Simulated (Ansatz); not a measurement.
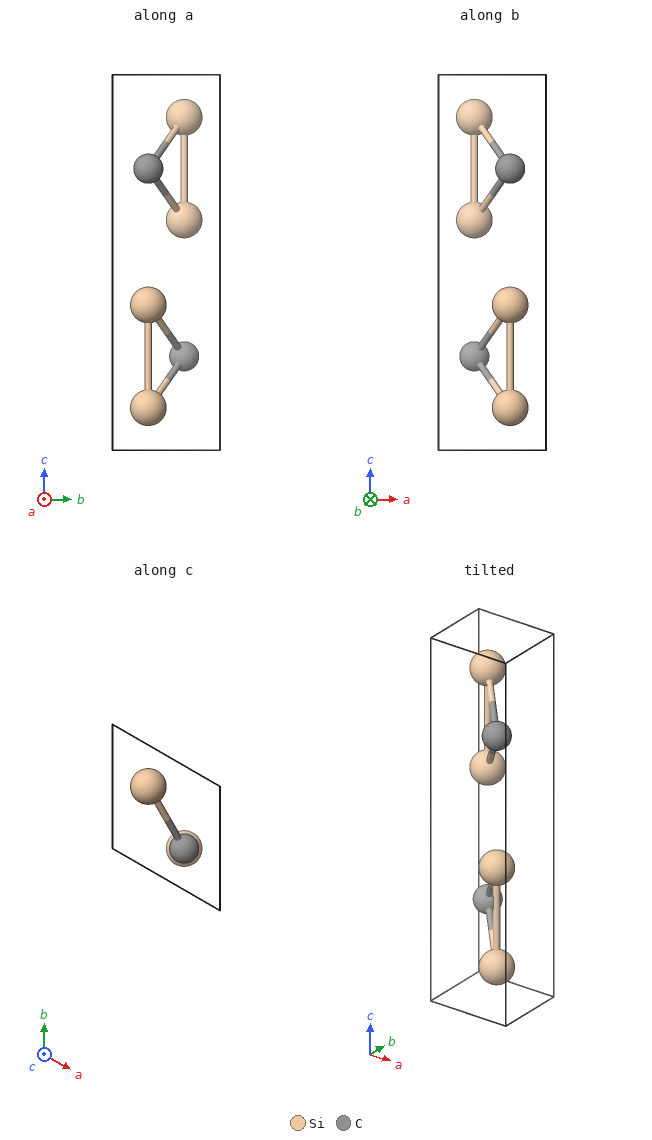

An orthographic ball-and-stick view of the structure, along the a axis, along the b axis, along the c axis and slightly off an axis. The wireframe shows the conventional unit cell.

Lattice parameters: a = 2.9232 Å, b = 2.9232 Å, c = 8.8416 Å, α = 90.000°, β = 90.000°, γ = 120.000°.

Q: Write the structure as a CIF with its space group and independent sites, with free fractional coordinates to two decimals.

A:
```cif
data_structure
_symmetry_space_group_name_H-M 'P 63/m m c'
_symmetry_Int_Tables_number 194
_cell_length_a 2.9232
_cell_length_b 2.9232
_cell_length_c 8.8416
_cell_angle_alpha 90.000
_cell_angle_beta 90.000
_cell_angle_gamma 120.000
_cell_volume 65.43
loop_
_atom_site_label
_atom_site_type_symbol
_atom_site_symmetry_multiplicity
_atom_site_Wyckoff_symbol
_atom_site_fract_x
_atom_site_fract_y
_atom_site_fract_z
_atom_site_occupancy
Si1 Si 4 f 0.3333 0.6667 0.61 1
C1 C 2 c 0.3333 0.6667 0.25 1
```

The initial geometry was a structure type filled with these elements by a generator (whether the compound takes this form wasn't checked). It was relaxed with DFT PBE, scalar-relativistic, plane waves, PAW (Ansatz).
